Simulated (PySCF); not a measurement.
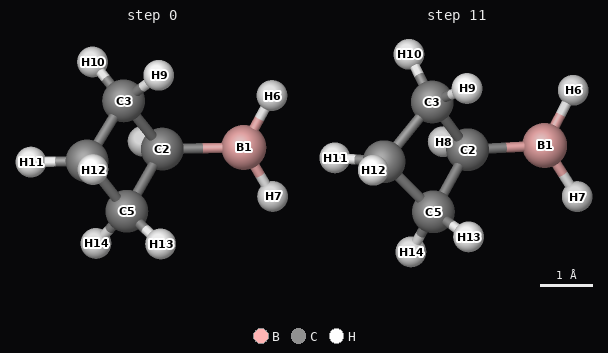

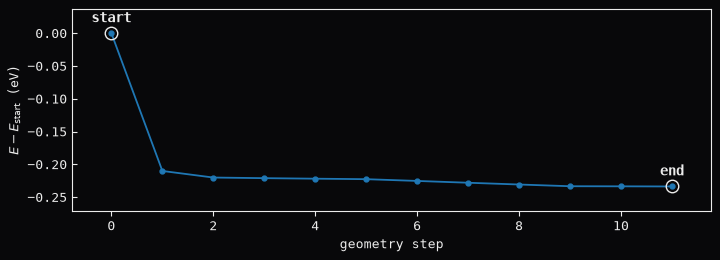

First and last geometry of a relaxation of C$_{4}$H$_{9}$B, with the history of the run. Style: ball-and-stick. Shown at a tilt.

The start comes from GFN2-xTB. Its atoms were then displaced at random by about 0.01 Å.

Level of theory: PBE0-D3(BJ)/def2-SVP geometry optimisation, gas phase (PySCF). 

**Read the history and describe the run.**

It converged. Over 11 geometry steps the energy falls by 0.234 eV. The largest move after the best rigid fit is that of an H atom, 0.47 Å. By element the largest moves are H 0.47 Å, B 0.17 Å, C 0.17 Å. Among the contacts that change: B–H 1.145 → 1.212 Å, C–C 1.489 → 1.541 Å, B–C 1.596 → 1.549 Å, B–H 1.167 → 1.213 Å. Among the angles between lasting bonds that change: B–C–C 119.8° → 124.4°, H–B–H 122.3° → 118.5°, B–C–H 105.2° → 101.4°.
